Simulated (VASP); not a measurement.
Band structure of Gd (hcp). Calculation: PBEsol GGA, VASP's PBE PAW potentials (set 64) (plane waves; VASP 6.6.1).

The 4f electrons are frozen in the core of the lanthanide potential, so 4f levels, which can set the real gap, and their magnetism are missing.

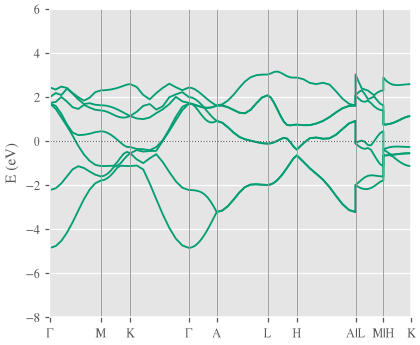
Bands along high-symmetry lines, zero at the valence-band maximum or, without a gap, the Fermi level

**Question.** Read the plot: is there a gap, and where are the band edges?

**Answer.** It has no gap at this level: it comes out as a metal or semimetal. (Edges off the drawn lines would not show.)

The compound is Gd in the hcp structure. It was relaxed first, which changed the volume by -6 %.
